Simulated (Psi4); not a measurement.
# AlPH6 (Al(PH3)H3): r2SCAN/aug-cc-pVDZ

What is the energy change on altering one bond length of AlPH6 (Al(PH3)H3) at r2SCAN/aug-cc-pVDZ? 

The calculation is run with Psi4 1.11.

4 further runs of the same task are left out: 3 that didn't finish, 1 set aside as unsound or not needed.

### 1 The molecule

The species is AlPH6 (8 atoms), meant as a singlet with charge 0. SMILES: `[H][Al]([H])([H])<-[PH3]`. Geometry: a GFN2-xTB relaxation, a rough one for these elements and not checked as a minimum.

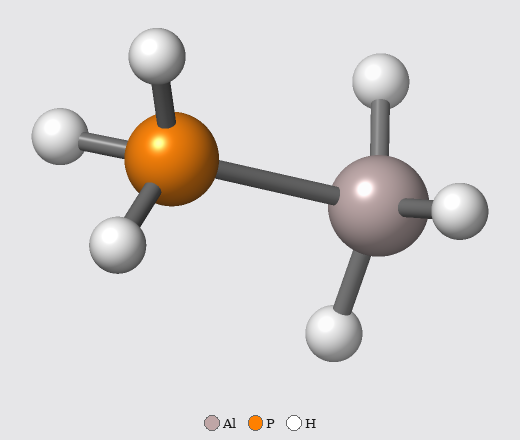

Viewed from a chosen angle; aluminium light grey, phosphorus orange, hydrogen white.

### 2 Energy and gradient at r2SCAN/aug-cc-pVDZ

File job.json:

```json
{
 "schema_name": "qcschema_input",
 "schema_version": 1,
 "molecule": {
  "schema_name": "qcschema_molecule",
  "schema_version": 2,
  "symbols": ["Al", "P", "H", "H", "H", "H", "H", "H"],
  "geometry": [-0.00891951, 0.02004999, -2.78124222, -0.00801244, -0.00230547, 1.9630475, 1.26798733, 1.80013421, 3.35830789, 0.96296664, -2.02389668, 3.30267435, -2.1962397, 0.15146155, 3.38170269, 2.94230358, -0.01944528, -3.06969001, -1.44862625, 2.59126805, -3.0684239, -1.51145965, -2.51726638, -3.0863763],
  "molecular_charge": 0,
  "molecular_multiplicity": 1,
  "fix_symmetry": "c1",
  "fix_com": true,
  "fix_orientation": true
 },
 "driver": "gradient",
 "model": {
  "method": "r2scan",
  "basis": "aug-cc-pVDZ"
 },
 "keywords": {
  "reference": "rks",
  "puream": true,
  "e_convergence": 1e-09,
  "d_convergence": 1e-08,
  "scf_type": "pk",
  "dft_radial_points": 99,
  "dft_spherical_points": 590,
  "scf_properties": ["WIBERG_LOWDIN_INDICES", "MULLIKEN_CHARGES", "MAYER_INDICES"]
 }
}
```

Command:

```console
$ psi4 --qcschema job.json -n 1 --memory 1600MB
```

stdout:

```text
[...]
  Running in c1 symmetry.
[...]
  Nuclear repulsion =   87.776779275103991
[...]
  Multiplicity = 1
[...]
  Nalpha       = 17
  Nbeta        = 17
[...]
    Number of basis functions: 108
[...]
   @RKS iter   1:  -587.19989759563271   -3.45023e-01   2.91533e-03 DIIS/ADIIS
[...]
   @RKS iter  10:  -587.28621071238308   -1.08002e-11   5.37950e-09 DIIS
[...]
  @RKS Final Energy:  -587.28621071238308
   => Energetics <=
    Nuclear Repulsion Energy =             87.7767792751039906
    One-Electron Energy =                -986.9662460389877197
    Two-Electron Energy =                 355.9585213184170698
    DFT Exchange-Correlation Energy =     -44.0552652669163649
    Empirical Dispersion Energy =           0.0000000000000000
    VV10 Nonlocal Energy =                  0.0000000000000000
    Total Energy =                       -587.2862107123830810
[...]
 Multipole Moments:
 ------------------------------------------------------------------------------------
     Multipole            Electronic (a.u.)      Nuclear  (a.u.)        Total (a.u.)
 ------------------------------------------------------------------------------------
 L = 1.  Multiply by 2.5417464519 to convert [e a0] to [Debye]
 Dipole X            :          0.2200345           -0.2192083            0.0008262
 Dipole Y            :         -0.2147763            0.2083233           -0.0064531
 Dipole Z            :          7.4027505           -5.8922416            1.5105088
 Magnitude           :                                                    1.5105229
[...]
  Mulliken Charges: (a.u.)
   Center  Symbol    Alpha    Beta     Spin     Total
       1    AL     6.50450  6.50450  0.00000 -0.00900
       2     P     7.98656  7.98656  0.00000 -0.97312
       3     H     0.32529  0.32529  0.00000  0.34942
       4     H     0.32555  0.32555  0.00000  0.34889
       5     H     0.32487  0.32487  0.00000  0.35026
       6     H     0.51115  0.51115  0.00000 -0.02230
       7     H     0.51096  0.51096  0.00000 -0.02192
       8     H     0.51112  0.51112  0.00000 -0.02224
   Total alpha = 17.00000, Total beta = 17.00000, Total charge =  0.00000
[...]
  -Total Gradient:
     Atom            X                  Y                   Z
    ------   -----------------  -----------------  -----------------
       1       -0.000102841287     0.000276744354    -0.002195943348
       2       -0.000069217098     0.000034020069     0.014846784183
       3       -0.011381885959    -0.016422745223    -0.006342340333
       4       -0.008704376452     0.018027185874    -0.005997991604
       5        0.019909504762    -0.001425383761    -0.006389073416
       6       -0.009017303372     0.000128421964     0.001814808337
       7        0.004640681325    -0.008403228676     0.002139935524
       8        0.004727168892     0.007788241849     0.001976376108
[...]
```

The result, in JSON:

```text
{
 "driver": "gradient",
 "model": {
  "method": "r2scan",
  "basis": "aug-cc-pVDZ"
 },
 "success": true,
 "return_result": [-0.00010284128727330107, 0.0002767443537855409, -0.002195943348042361, -6.921709761238421e-05, 3.402006875541982e-05, 0.014846784182842132, -0.011381885958888838, -0.016422745222535257, -0.006342340333129623, -0.008704376451997481, 0.018027185873688123, -0.0059979916035485525, 0.019909504761736307, -0.001425383761357292, -0.006389073416026139, -0.009017303372047314, 0.00012842196377836038, 0.0018148083367132695, 0.004640681324864823, -0.008403228675708488, 0.002139935524457331, 0.0047271688922209815, 0.007788241848670371, 0.0019763761080881966],
 "properties": {
  "calcinfo_nbasis": 108,
  "calcinfo_nmo": 108,
  "calcinfo_nalpha": 17,
  "calcinfo_nbeta": 17,
  "calcinfo_natom": 8,
  "nuclear_repulsion_energy": 87.77677927510399,
  "return_energy": -587.2862107123831,
  "return_gradient": [-0.00010284128727330107, 0.0002767443537855409, -0.002195943348042361, -6.921709761238421e-05, 3.402006875541982e-05, 0.014846784182842132, -0.011381885958888838, -0.016422745222535257, -0.006342340333129623, -0.008704376451997481, 0.018027185873688123, -0.0059979916035485525, 0.019909504761736307, -0.001425383761357292, -0.006389073416026139, -0.009017303372047314, 0.00012842196377836038, 0.0018148083367132695, 0.004640681324864823, -0.008403228675708488, 0.002139935524457331, 0.0047271688922209815, 0.007788241848670371, 0.0019763761080881966],
  "scf_one_electron_energy": -986.9662460389877,
  "scf_two_electron_energy": 355.95852131841707,
  "scf_xc_energy": -44.055265266916365,
  "scf_dipole_moment": [0.0008262258852123061, -0.006453054311604145, 1.510508840148046],
  "scf_total_energy": -587.2862107123831,
  "scf_total_gradient": [-0.00010284128727330107, 0.0002767443537855409, -0.002195943348042361, -6.921709761238421e-05, 3.402006875541982e-05, 0.014846784182842132, -0.011381885958888838, -0.016422745222535257, -0.006342340333129623, -0.008704376451997481, 0.018027185873688123, -0.0059979916035485525, 0.019909504761736307, -0.001425383761357292, -0.006389073416026139, -0.009017303372047314, 0.00012842196377836038, 0.0018148083367132695, 0.004640681324864823, -0.008403228675708488, 0.002139935524457331, 0.0047271688922209815, 0.007788241848670371, 0.0019763761080881966],
  "scf_iterations": 10
 }
}
```

It took 2.2 min on 1 thread of AMD EPYC 7R43 (Zen 3), shared host; peak memory 0.68 GiB.

### 3 The distorted shape

File job.dat:

```
memory 1600 MB

molecule {
  Al    -0.544907    -0.752443    -2.062446
  P     -0.544427    -0.764273     0.448124
  H      0.670990     0.952590     1.777140
  H     -0.030607    -1.834053     1.157024
  H     -1.702387    -0.682903     1.198844
  H      1.016813    -0.773343    -2.215086
  H     -1.306767     0.608187    -2.214416
  H     -1.340017    -2.095133    -2.223916
  symmetry c1
}

set puream true
set e_convergence 1e-09
set d_convergence 1e-08
set scf_type pk
set dft_radial_points 99
set dft_spherical_points 590

gradient("r2scan/aug-cc-pVDZ")
print_variables()
```

Command:

```console
$ psi4 -n 1 job.dat job.out
```

job.out:

```text
[...]
  Running in c1 symmetry.
[...]
  Nuclear repulsion =   84.570503359143103
[...]
  Multiplicity = 1
[...]
  Nalpha       = 17
  Nbeta        = 17
[...]
    Number of basis functions: 108
[...]
   @RKS iter   1:  -586.95247382864295   -2.87715e-01   3.87603e-03 ADIIS/DIIS
[...]
   @RKS iter  13:  -587.17295717115098   -2.04636e-12   2.39486e-09 DIIS
[...]
    Orbital Energies [Eh]
    ---------------------
    Doubly Occupied:
       1A    -76.855717     2A    -55.745827     3A     -6.550699
       4A     -4.697128     5A     -4.694438     6A     -4.691538
       7A     -4.042396     8A     -2.584877     9A     -2.577837
      10A     -2.577319    11A     -0.650767    12A     -0.413013
      13A     -0.406797    14A     -0.324325    15A     -0.288795
      16A     -0.265565    17A     -0.261004
[...]
  @RKS Final Energy:  -587.17295717115098
   => Energetics <=
    Nuclear Repulsion Energy =             84.5705033591431032
    One-Electron Energy =                -980.2480446959094706
    Two-Electron Energy =                 352.3870648555797516
    DFT Exchange-Correlation Energy =     -43.8824806899643320
    Empirical Dispersion Energy =           0.0000000000000000
    VV10 Nonlocal Energy =                  0.0000000000000000
    Total Energy =                       -587.1729571711509834
[...]
 Multipole Moments:
 ------------------------------------------------------------------------------------
     Multipole            Electronic (a.u.)      Nuclear  (a.u.)        Total (a.u.)
 ------------------------------------------------------------------------------------
 L = 1.  Multiply by 2.5417464519 to convert [e a0] to [Debye]
 Dipole X            :         -0.6862218            0.5056906           -0.1805312
 Dipole Y            :         -0.9155382            0.6383251           -0.2772131
 Dipole Z            :         -0.6316412            1.7526375            1.1209963
 Magnitude           :                                                    1.1687905
[...]
  -Total Gradient:
     Atom            X                  Y                   Z
    ------   -----------------  -----------------  -----------------
       1       -0.004708797341    -0.007317874132    -0.002129199546
       2       -0.030743799446    -0.043497626658    -0.009410507542
       3        0.025279231181     0.035633567569     0.027144752063
       4       -0.010994436250     0.015400812765    -0.009530516562
       5        0.018118465718    -0.004472841729    -0.009946015911
       6       -0.007974812433     0.001232286588     0.002661980996
       7        0.005077764334    -0.007041146911     0.002700716905
       8        0.005987762736     0.010112214232    -0.001551659296
[...]
```

It took 2.5 min on 1 thread of AMD EPYC 7R43 (Zen 3), shared host; peak memory 0.68 GiB.

### 4 Outcome

Level: r2SCAN/aug-cc-pVDZ.

| quantity | value |
| --- | --- |
| first shape: total energy | -587.28621 Eh |
| first shape: dipole moment | 3.84 D |
| first shape: HOMO energy | -6.96 eV |
| first shape: LUMO energy | -0.67 eV |
| first shape: HOMO–LUMO gap | 6.28 eV |
| first shape: largest force on an atom | 1.078 eV/Å |
| distorted shape: total energy | -587.17296 Eh |
| distorted shape: dipole moment | 2.97 D |
| distorted shape: HOMO energy | -7.10 eV |
| distorted shape: LUMO energy | -4.92 eV |
| distorted shape: HOMO–LUMO gap | 2.18 eV |
| distorted shape: largest force on an atom | 2.781 eV/Å |
| energy change with the P2–H3 bond stretched from 1.382 to 2.488 Å | 3.082 eV |

What this shows: One bond (distorted shape) is far stretched, which a spin-restricted single reference describes badly; a broken-symmetry solution may lie lower. With the P2–H3 bond stretched from 1.382 to 2.488 Å the energy rises by 3.08 eV (71 kcal/mol). The first shape isn't relaxed at this level, so the change isn't measured from a minimum. A restricted reference can't describe the breaking bond well at this length. The largest force (first shape) is 1.08 eV/Å: the shape isn't a stationary point for this species at this level.
